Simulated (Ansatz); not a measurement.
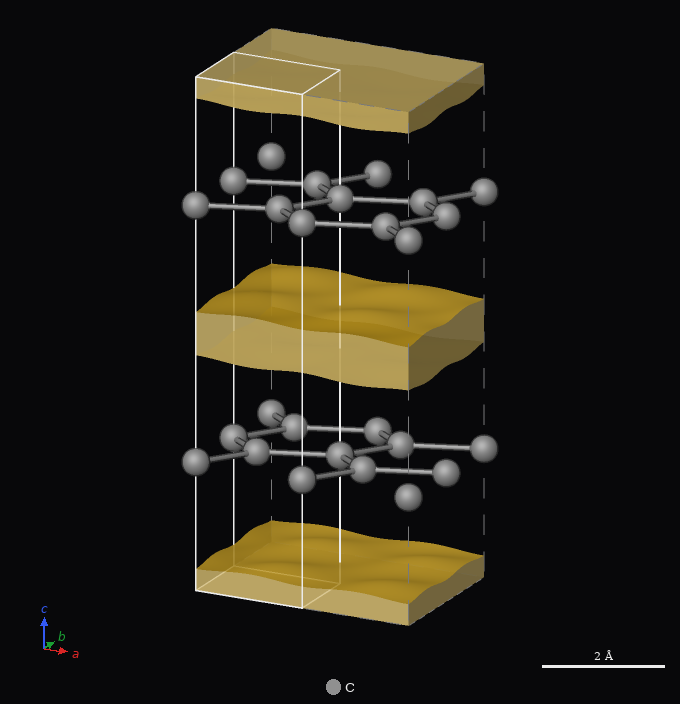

Crystal voids of C (P6_3/mmc, No. 194): the yellow surface encloses the regions where the procrystal electron density, the sum of the densities of spherically averaged neutral Hartree-Fock atoms, is below 0.005 e/bohr³ (2×2×1 cells, view slightly off an axis). No self-consistent density enters. Pale faces close the region where the drawn box cuts it. The usual level for crystal voids is 0.002 e/bohr³; this crystal has almost no region below it, so a higher level is used, which marks the interstitial space of lowest density.

The cell is taken from the geometry relaxed with DFT PBE, scalar-relativistic, plane waves, PAW (Ansatz 0.2.0).

```yaml
crystal:
  lattice:
    - [2.46648, 0.00000, 0.00000]
    - [-1.23324, 2.13603, 0.00000]
    - [0.00000, 0.00000, 8.59825]
  atoms:
    - { symbol: C, position: [0.00000, 0.00000, 0.25000] }
    - { symbol: C, position: [0.00000, 0.00000, 0.75000] }
    - { symbol: C, position: [0.33333, 0.66667, 0.25000] }
    - { symbol: C, position: [0.66667, 0.33333, 0.75000] }
```

> What share of the cell is void by this measure?

The voids take about 20 % of the cell (8.8 Å³ of 45.3 Å³) and are bounded by about 21 Å² of surface per cell.

> Are the voids connected in the whole crystal?

Where they connect, they form a two-dimensional network in layers parallel to (001).

> How low does the density fall, and where?

To about 0.0031 e/bohr³ near 0.33, 0.67, 0.00 (fractional), 2.1 Å from the nearest nucleus.

> At what density do the voids first join through the crystal?

At about 0.0032 e/bohr³, as a two-dimensional network in layers parallel to (001).
